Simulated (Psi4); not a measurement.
**CCl3F (trichlorofluoromethane): the dipole moment, rung by rung**

The species is CCl3F (5 atoms), meant as a singlet with charge 0. As SMILES, `FC(Cl)(Cl)Cl`. Geometry: relaxed at PBE0-D4/def2-TZVP.

| atom | x (Å) | y (Å) | z (Å) |
| --- | --- | --- | --- |
| F | 0.9119 | -0.8207 | 0.6774 |
| C | 0.0447 | -0.0402 | 0.0332 |
| Cl | -1.3845 | 0.1576 | 1.0410 |
| Cl | -0.3800 | -0.8145 | -1.4892 |
| Cl | 0.8079 | 1.5178 | -0.2624 |

Each level gives the dipole moment (D). The values are calculated.

**What was measured.** NIST CCCBDB gives the dipole moment of the gas as 0.45 D.

```csv
level,kind,program,value (D),computed − measured,CPU time
BLYP/6-31G* (spherical functions),GGA,Psi4,0.10,-0.35,33 s
PBE/6-31G* (spherical functions),GGA,Psi4,0.09,-0.36,37 s
TPSS/6-31G* (spherical functions),meta-GGA,Psi4,0.13,-0.32,72 s
B3LYP/6-31G* (spherical functions),global hybrid,Psi4,0.22,-0.23,25 s
M06-2X/6-31G* (spherical functions),hybrid meta-GGA,Psi4,0.28,-0.17,56 s
PBE0/6-31G* (spherical functions),global hybrid,Psi4,0.23,-0.22,18 s
TPSSh/6-31G* (spherical functions),hybrid meta-GGA,Psi4,0.18,-0.27,72 s
HSE06/6-31G* (spherical functions),range-separated hybrid,Psi4,0.23,-0.22,74 s
```

Nearest: M06-2X/6-31G* (spherical functions) (-0.17 D); farthest: PBE/6-31G* (spherical functions) (-0.36 D). The measured dipole is a vibrational average, so differences of a few hundredths of a debye mean little. Computed less measured by kind, in D (6-31G* rows): GGA -0.36 to -0.35; meta-GGA -0.32; global hybrid -0.27 to -0.17; range-separated hybrid -0.22. Magnitudes only: a small dipole may point the other way at some levels. Times are those of the runs behind each value, whatever else they computed, on shared processors of several kinds: orders of magnitude only.

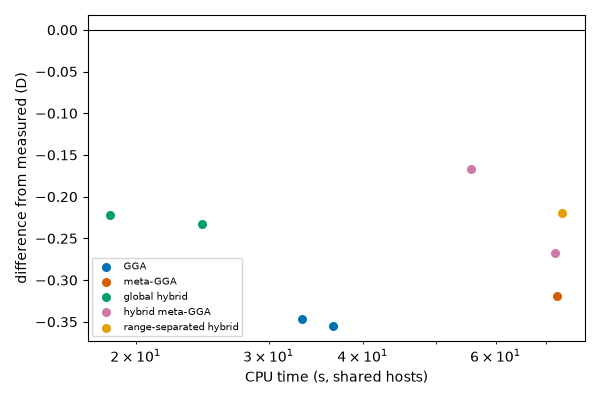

Difference from the measured value against processor time, one point a level.
